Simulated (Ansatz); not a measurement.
```xyz
4

B     0.0000    0.0000    0.0068
H     0.0000    0.0000    1.1991
F     1.1298    0.0000   -0.6679
F    -1.1298    0.0000   -0.6679
```

All numbers below come from RKS PBE0-D4/6-31G* (Ansatz 0.2.0).

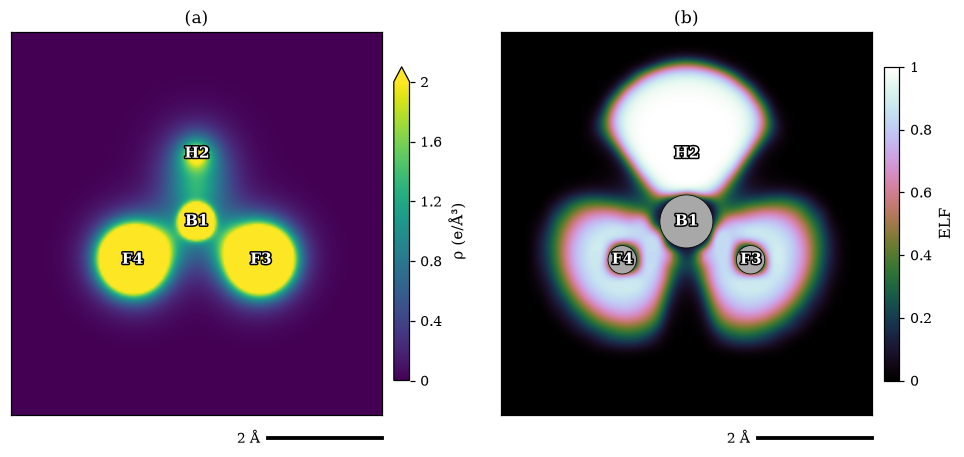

BF2H. (a) total electron density; (b) electron localisation function on the molecular plane. Grey discs cover the atomic cores in the ELF map.

### Read the bonding off the picture.

Atoms in the plane: B, H and F.
B–F (1.32 Å): ρ is about 2.2 e/Å³ halfway; the ELF peaks at about 0.85 between the atoms; a shared but strongly polarised pair.
B–H (1.19 Å): ρ at the midpoint is about 1.3 e/Å³; the ELF climbs to about 1 towards the hydrogen, as it does in any bond to H (a covalent bond by its length).
The ELF also peaks beside F4 and F3, away from the bonds: lone-pair regions.
